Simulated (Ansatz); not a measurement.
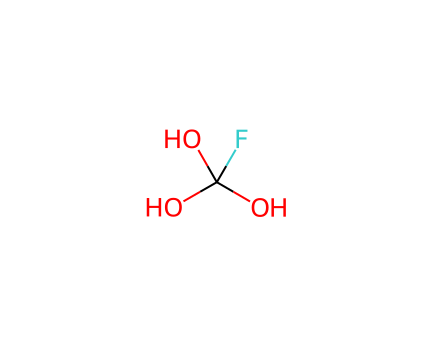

A structural formula.

Write the SMILES.

OC(O)(O)F

Give the formula, hydrogens included.

CH3FO3.

An optimisation with PBE0-D4/def2-TZVP gave a structure of which point group?

Cs.

More results for the same structure follow; atom numbers are the same in all pictures, views and colours differ. The geometry was computed by an optimisation with PBE0-D4/def2-TZVP.

### Levels of theory compared

Program: Ansatz 0.2.0.

Tabulate dipole (D) at these levels: B3LYP-D4/def2-TZVPP; PBE-D4/def2-TZVPP; PBE0-D4/def2-TZVP; r2SCAN-D4/def2-TZVPP; ωB97M-V/def2-TZVPP.

```tsv
level	dipole (D)
B3LYP-D4/def2-TZVPP	1.87
PBE-D4/def2-TZVPP	1.80
PBE0-D4/def2-TZVP	1.90
r2SCAN-D4/def2-TZVPP	1.85
ωB97M-V/def2-TZVPP	1.87
```

### Charges

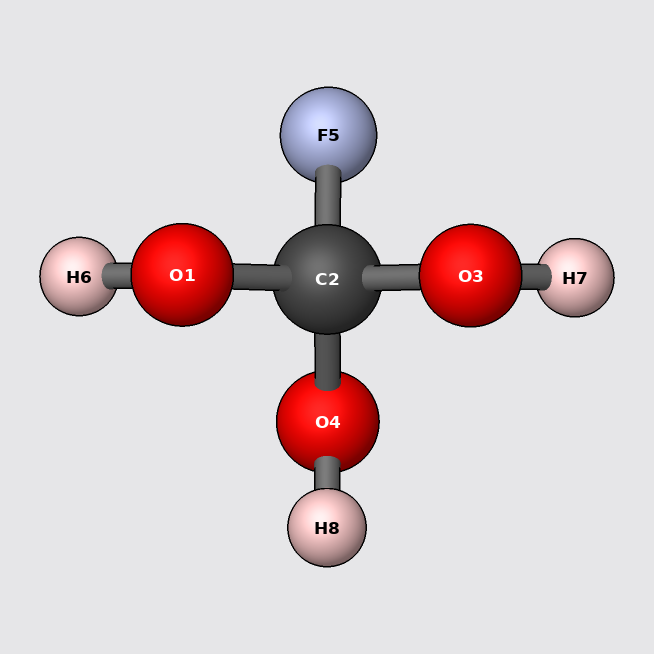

The questions are on Mulliken charges. Method: RKS PBE-D4/def2-TZVPP (Ansatz 0.2.0).

Give the Mulliken charges atom by atom.

```tsv
atom	value (e)
O1	−0.25
C2	0.33
O3	−0.25
O4	−0.28
F5	−0.17
H6	0.21
H7	0.21
H8	0.20
```

### Thermal motion

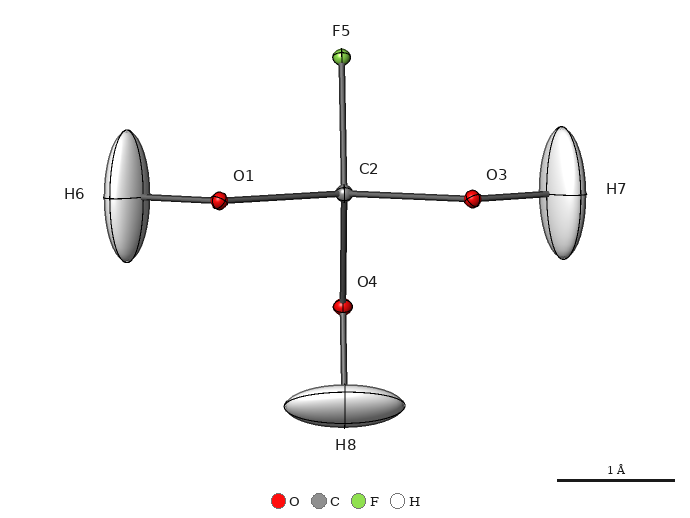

Displacement ellipsoids at the 50 % level, enlarged 1.5 times, from the internal vibrations of the free molecule (harmonic, no overall translation or rotation; no half-axis is drawn under 0.075 Å). Vibrations computed with RKS PBE0-D4/def2-TZVP (Ansatz 0.2.0). Temperature: 0 K (zero-point motion alone).

Which atom moves most?

H6, H7, with U_eq = 0.0265 Å².

Does H7 move more along its bond or across it?

Across it: the root-mean-square amplitude is 0.070 Å along the bond and up to 0.244 Å across, since bending and torsion are softer than stretching.

List U_eq and the three principal root-mean-square amplitudes for each kind of atom.

| atom | U_eq (Å²) | rms amplitudes (Å) |
| --- | --- | --- |
| O1, O3 | 0.00095 | 0.028, 0.032, 0.032 |
| C2 | 0.0011 | 0.032, 0.033, 0.034 |
| O4 | 0.0010 | 0.028, 0.033, 0.035 |
| F5 | 0.00085 | 0.027, 0.030, 0.031 |
| H6, H7 | 0.0264 | 0.069, 0.122, 0.244 |
| H8 | 0.0230 | 0.070, 0.123, 0.221 |

Mulliken values depend strongly on the basis set and can even reverse the polarity of a bond.
